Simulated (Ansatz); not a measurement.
# triplet C2H4FGa: levels of theory compared

Wanted: a comparison of 6 runs (U-wB97M-V/cc-pVDZ, UB2PLYP/cc-pVDZ, UCAM-B3LYP/cc-pVDZ, UHSE06/cc-pVDZ, RPA@PBE0/cc-pVDZ, UCCSD/cc-pVDZ) of triplet C2H4FGa. 

Program for the calculation: Ansatz 0.2.0.

67 further runs of the same task are left out: 2 that didn't finish, 65 set aside as unsound or not needed.

## (1) The system as given

The species is C2H4FGa (8 atoms), meant as a triplet with charge 0. As SMILES of the parent species, `C=[CH][GaH][F]`. The coordinates come from a PBE0-D4/def2-TZVP relaxation. That shape belongs to the parent species and isn't relaxed for this state.

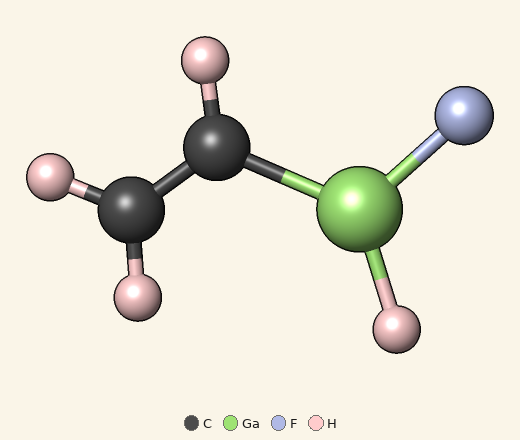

Viewed from a chosen angle; carbon dark grey, gallium green, fluorine light blue, hydrogen pink.

## (2) The energy at U-wB97M-V/cc-pVDZ (run 1)

The input, run.yaml:

```yaml
crystal:
  periodic: [false, false, false]
  atoms:
    - {symbol: C, position_ang: [-0.837100, 1.175400, 0.060900]}
    - {symbol: C, position_ang: [0.342600, 0.569500, -0.065000]}
    - {symbol: Ga, position_ang: [0.481700, -1.360200, -0.007600]}
    - {symbol: F, position_ang: [2.110500, -2.006100, -0.199600]}
    - {symbol: H, position_ang: [-1.762100, 0.620500, 0.200100]}
    - {symbol: H, position_ang: [-0.941100, 2.257800, 0.031600]}
    - {symbol: H, position_ang: [1.232300, 1.179600, -0.202300]}
    - {symbol: H, position_ang: [-0.626900, -2.436700, 0.182000]}
basis:
  gaussian: {orbitals: cc-pVDZ}
magnetization: {spin_polarized: true, initial_magnetization: 2}
hamiltonian: {xc: {name: wB97M-V}}
accuracy: high
output: {orbitals: {seedname: orbitals}}
```

Started as:

```sh
$ ansatz run run.yaml --threads 1 --pin off --max-ram 3480MiB --events-out events.jsonl --progress --plain --runs-dir runs
```

The program printed:

```text
Warning: RAYON_NUM_THREADS=1 ignored (pool sized by the plan → 1); use --threads N
Functional definition: wB97M-V
  name "wB97M-V"
  parameter omega = 0.3/bohr
  parameter cx = 0.15
  parameter cx01 = 1.007
  parameter cx10 = 0.259
  parameter css00 = 0.443
  parameter css04 = -1.437
  parameter css10 = -4.535
  parameter css20 = -3.390
  parameter css43 = 4.278
  parameter cos00 = 1.000
  parameter cos10 = 1.358
  parameter cos20 = 2.924
  parameter cos21 = -8.812
  parameter cos60 = -1.390
  parameter cos61 = 9.142
  parameter b = 6.0
  parameter c = 0.01
  gx(w, u) = 1 - cx + cx01*u + cx10*w
  gss(w, u) = css00 + css04*u^4 + css10*w + css20*w^2 + css43*w^4*u^3
  gos(w, u) = cos00 + cos10*w + (cos20 + cos21*u)*w^2 + (cos60 + cos61*u)*w^6
  exchange = spin_sum(e_x_unif_sr(omega)*gx(b97_w, b97_u_x)) + cx*exact_x_sr(omega) + exact_x_lr(omega)
  correlation = spin_sum(e_c_pw_mod_same_spin*gss(b97_w, b97_u_same))
      + integral(e_c_pw_mod_opposite_spin*gos(b97_w_opposite, b97_u_opposite)) + vv10(b, c)
2037 factors; integrals over basis functions are off by at most 4.6e-9 eV
375 factors; integrals over basis functions are off by at most 2.3e-9 eV
mean field evaluation 1: about -57216.8563 eV, gradient 3.6e1 eV
mean field evaluation 2: about -57216.3334 eV, gradient 4.1e1 eV
mean field evaluation 4: about -57223.4639 eV, gradient 2.5e0 eV
mean field evaluation 8: about -57223.6159 eV, gradient 3.9e-1 eV
mean field evaluation 16: about -57223.6279 eV, gradient 2.7e-2 eV
mean field evaluation 32: about -57224.5454 eV, gradient 7.0e-3 eV
mean field -57224.54543031 eV, -2102.9632563737 hartree, gradient 1.7e-8 eV, S^2 2.004807; 2 other end points of the search recorded, 0 dependent functions left out
reference -57224.54543518 eV, -2102.9632565527 hartree; 29, 27 occupied and 60, 62 virtual orbitals, 2037 factors
Total energy: -57224.54543518 eV, -2102.9632565527 hartree
```

Run time: 3.1 min. Hardware: 1 thread of Arm Neoverse V1, shared host; peak memory 1.1 GiB.

## (3) A single-point energy at UB2PLYP/cc-pVDZ (run 2)

The input, run.yaml:

```yaml
crystal:
  periodic: [false, false, false]
  atoms:
    - symbol: C
      position_ang: [-0.837100, 1.175400, 0.060900]
    - symbol: C
      position_ang: [0.342600, 0.569500, -0.065000]
    - symbol: Ga
      position_ang: [0.481700, -1.360200, -0.007600]
    - symbol: F
      position_ang: [2.110500, -2.006100, -0.199600]
    - symbol: H
      position_ang: [-1.762100, 0.620500, 0.200100]
    - symbol: H
      position_ang: [-0.941100, 2.257800, 0.031600]
    - symbol: H
      position_ang: [1.232300, 1.179600, -0.202300]
    - symbol: H
      position_ang: [-0.626900, -2.436700, 0.182000]
basis:
  gaussian: {orbitals: cc-pVDZ}
magnetization: {spin_polarized: true, initial_magnetization: 2}
hamiltonian: {xc: {name: B2PLYP}}
correlation: {frozen_orbitals: {C: 1, F: 1, Ga: 9, H: 0}}
accuracy: high
output: {orbitals: {seedname: orbitals}}
```

Started as:

```sh
$ ansatz run run.yaml --threads 1 --pin off --max-ram 3480MiB --events-out events.jsonl --progress --plain --runs-dir runs
```

The program printed, shortened:

```text
Warning: RAYON_NUM_THREADS=1 ignored (pool sized by the plan → 1); use --threads N
Functional definition: B2PLYP
  name "B2PLYP"
[...]
2037 factors; integrals over basis functions are off by at most 4.6e-9 eV
[...]
mean field -57209.30757078 eV, -2102.4032753647 hartree, gradient 5.4e-8 eV, S^2 2.008545; 3 other end points of the search recorded, 0 dependent functions left out
12 core orbitals not correlated: weight in the atoms' cores, before any rotation towards them, 1.000 or more for the frozen orbitals, at most 0.000 for the correlated occupied ones
reference -57209.30759689 eV, -2102.4032763242 hartree; 17, 15 occupied and 60, 62 virtual orbitals, 2037 factors
second order -16.51202298 eV of doubles, -0.00000000 eV of singles
Total energy: -57213.76584309 eV, -2102.5671138503 hartree
```

Wall time 34 s (1 thread of Arm Neoverse V1, shared host); peak memory 0.65 GiB.

Runs 3 to 4 aren't shown in full; the table further down has their settings and results.

## (4) The energy at RPA@PBE0/cc-pVDZ (run 5)

run.yaml: that of step 3 with these lines changed.

```diff
@@ -21,6 +21,5 @@
   gaussian: {orbitals: cc-pVDZ}
+accuracy: high
+hamiltonian: {xc: {name: PBE0}}
+correlation: {method: rpa, frozen_orbitals: {C: 1, F: 1, Ga: 9, H: 0}}
 magnetization: {spin_polarized: true, initial_magnetization: 2}
-hamiltonian: {xc: {name: B2PLYP}}
-correlation: {frozen_orbitals: {C: 1, F: 1, Ga: 9, H: 0}}
-accuracy: high
-output: {orbitals: {seedname: orbitals}}
```

Started as:

```sh
$ ansatz run run.yaml --threads 1 --pin off --max-ram 3480MiB --events-out events.jsonl --progress --plain --runs-dir runs
```

The program printed, shortened:

```text
Warning: RAYON_NUM_THREADS=1 ignored (pool sized by the plan → 1); use --threads N
Functional definition: PBE0
  name "PBE0"
[...]
2037 factors; integrals over basis functions are off by at most 4.6e-9 eV
[...]
mean field -57217.36566842 eV, -2102.6994049912 hartree, gradient 4.1e-8 eV, S^2 2.006812; 2 other end points of the search recorded, 0 dependent functions left out
12 core orbitals not correlated: weight in the atoms' cores, before any rotation towards them, 1.000 or more for the frozen orbitals, at most 0.000 for the correlated occupied ones
reference -57160.10447209 eV, -2100.5950948389 hartree; 17, 15 occupied and 60, 62 virtual orbitals, 2037 factors
Total energy: -57180.53379228 eV, -2101.3458585084 hartree
```

It took 35 s on 1 thread of Arm Neoverse V1, shared host; peak memory 0.68 GiB.

## (5) The energy at UCCSD/cc-pVDZ (run 6)

The input, job.yaml:

```yaml
basis:
  gaussian:
    orbitals: cc-pVDZ
crystal:
  periodic: [false, false, false]
  atoms:
    - symbol: C
      position_ang: [-0.837100, 1.175400, 0.060900]
    - symbol: C
      position_ang: [0.342600, 0.569500, -0.065000]
    - symbol: Ga
      position_ang: [0.481700, -1.360200, -0.007600]
    - symbol: F
      position_ang: [2.110500, -2.006100, -0.199600]
    - symbol: H
      position_ang: [-1.762100, 0.620500, 0.200100]
    - symbol: H
      position_ang: [-0.941100, 2.257800, 0.031600]
    - symbol: H
      position_ang: [1.232300, 1.179600, -0.202300]
    - symbol: H
      position_ang: [-0.626900, -2.436700, 0.182000]
total_charge: 0
magnetization:
  spin_polarized: true
  initial_magnetization: 2
correlation:
  method: ccsd
  frozen_orbitals: {C: 1, F: 1, Ga: 9, H: 0}
accuracy: high
scf:
  omitted_lower_state_checks: [cluster_reference, increment]
```

Started as:

```sh
$ ansatz run job.yaml --threads 1 --pin off --max-ram 3480MiB --events-out events.jsonl --progress --plain --runs-dir runs
```

The program printed:

```text
Warning: RAYON_NUM_THREADS=1 ignored (pool sized by the plan → 1); use --threads N
[... 14 lines left out ...]
12 core orbitals not correlated: weight in the atoms' cores, before any rotation towards them, 1.000 or more for the frozen orbitals, at most 0.000 for the correlated occupied ones
[... 32 lines left out ...]
Total energy: -57175.40321997 eV, -2101.1573134536 hartree
Checks for a lower state left out: cluster_reference, increment
```

Run time: 2 min. Hardware: 1 thread of Arm Neoverse V1, shared host; peak memory 1 GiB.

## (6) All runs side by side

| run | level | frozen core orbitals | energy (Eh) | HOMO energy (eV) | ⟨S²⟩ | wall time |
| --- | --- | --- | --- | --- | --- | --- |
| 1 | U-wB97M-V/cc-pVDZ | – | -2102.963257 | -6.23 | 2.005 | 3.1 min |
| 2 | UB2PLYP/cc-pVDZ | 12 | -2102.567114 | -5.27 | 2.009 | 34 s |
| 3 | UCAM-B3LYP/cc-pVDZ | – | -2103.187472 | -5.55 | 2.006 | 24 s |
| 4 | UHSE06/cc-pVDZ | – | -2102.690047 | -4.04 | 2.007 | 25 s |
| 5 | RPA@PBE0/cc-pVDZ | 12 | -2101.345859 | – | 2.007 | 35 s |
| 6 | UCCSD/cc-pVDZ | 12 | -2101.157313 | – | 2.017 | 2 min |

## (7) What came out

```
                                           quantity           value
                                run 6: total energy  -2101.15731 Eh
run 6: correlation energy (12 core orbitals frozen)      -535.3 mEh
           run 6: ⟨S²⟩ of the reference determinant           2.017
                               run 6: T1 diagnostic           0.014
```

What this shows: Totals of different functionals can't be ranked against each other. All runs together took 7 min, the longest 3.1 min.
